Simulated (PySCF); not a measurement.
BH2, charge +1, multiplicity 1. Atoms are numbered in the order given.

```xyz
3

B      0.0000     0.0000     0.0000
H      0.0000     0.0000    -1.1792
H      0.0000     0.0000     1.1792
```
Charge +1, spin multiplicity 1.

Geometry optimised at PBE0-D3(BJ)/def2-TZVPD. The multiplicity is an assumed one; other spin states were not compared. The isomer is the one that the SMILES or the coordinates give; other isomers of the formula were not compared.

Lowest vertical singlet excitation by several levels in PySCF, with rough processor times relative to the cheapest run on one machine. Each run also gave further roots (ADC and EOM-CCSD ionised and attached states too); roots are paired by order and the bases differ. EOM-CCSD serves as a yardstick, not as the true value; all levels that ended soundly for this molecule are listed, with differences from unrounded values.

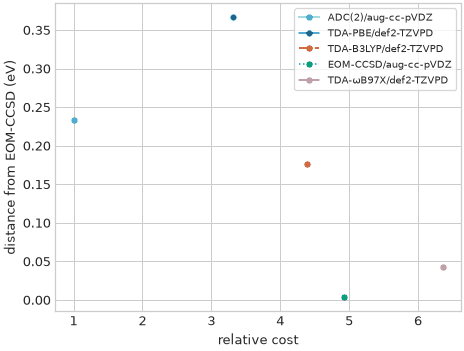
Cost against distance from EOM-CCSD for the lowest singlet.

| level | relative cost | S1 (eV) | S1 minus EOM-CCSD (eV) |
|---|---|---|---|
| ADC(2)/aug-cc-pVDZ | 1 | 7.68 | 0.23 |
| TDA-PBE/def2-TZVPD | 3 | 7.08 | -0.36 |
| TDA-B3LYP/def2-TZVPD | 4 | 7.27 | -0.18 |
| EOM-CCSD/aug-cc-pVDZ | 5 | 7.45 | 0.00 |
| TDA-ωB97X/def2-TZVPD | 6 | 7.49 | 0.04 |

**Question.** Which is the cheapest level here that lands within 0.5 eV of EOM-CCSD?

**Answer.** ADC(2)/aug-cc-pVDZ, at about 20 % of the cost of EOM-CCSD.
